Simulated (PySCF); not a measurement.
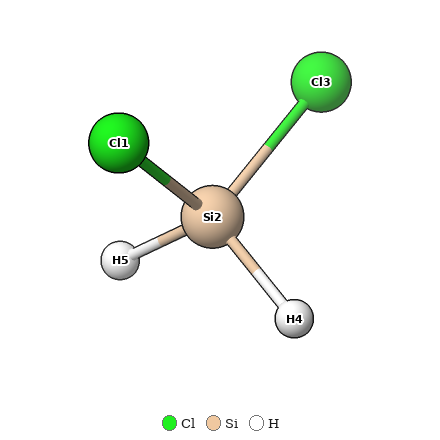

SiH₂Cl₂ (dichlorosilane), SMILES Cl[SiH2]Cl. Vertical core-electron binding energies by ΔSCF (SCAN, pcX-2 on the ionised atom, pcseg-1 elsewhere, spin-free X2C; PySCF, at a GFN2-xTB geometry (no frequency check)), gas phase, against the vacuum level. One atom of each kind was ionised; within a panel, areas follow the number of like atoms and 2j + 1 (2p levels are split by first-order spin-orbit coupling, an approximation), Gaussians of 1.0 eV full width. Only the regions named are shown.

Q: Predict the Cl 2p photoelectron lines.

A:
```tsv
level	atoms	binding energy (eV)
Cl 2p1/2	Cl1, Cl3	208.3
Cl 2p3/2	Cl1, Cl3	206.6
```

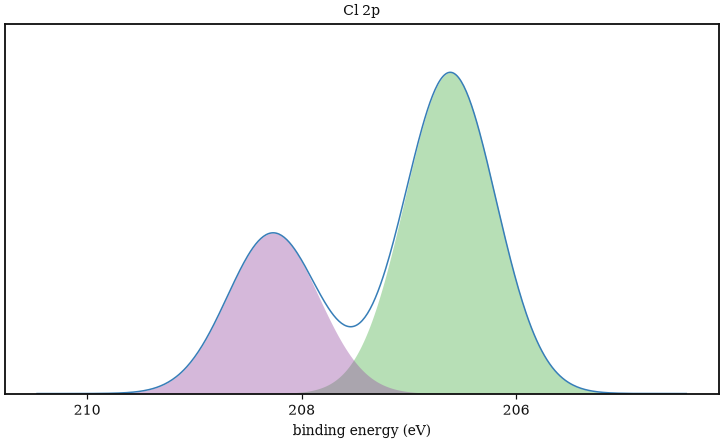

Caveats: the tight-binding geometry is rougher than a DFT one and adds to the error.
